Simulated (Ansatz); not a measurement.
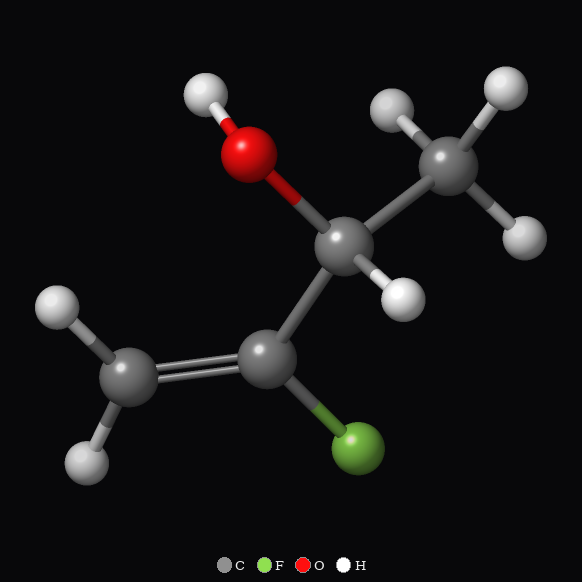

The computed structure is the end point of a PBE0-D4/def2-TZVP optimisation. No frequency run is at hand to confirm it as a minimum. Program: Ansatz 0.2.0.

Compare dipole (D), HOMO–LUMO gap (eV), HOMO energy (eV) at these levels: B3LYP-D4/def2-TZVPP; PBE-D4/def2-TZVPP; r2SCAN-D4/def2-TZVPP; ωB97M-V/def2-TZVPP.

| level | dipole (D) | HOMO–LUMO gap (eV) | HOMO energy (eV) |
| --- | --- | --- | --- |
| B3LYP-D4/def2-TZVPP | 1.35 | 7.34 | −7.27 |
| PBE-D4/def2-TZVPP | 1.30 | 5.59 | −6.24 |
| r2SCAN-D4/def2-TZVPP | 1.35 | 6.07 | −6.47 |
| ωB97M-V/def2-TZVPP | 1.36 | 12.10 | −9.75 |
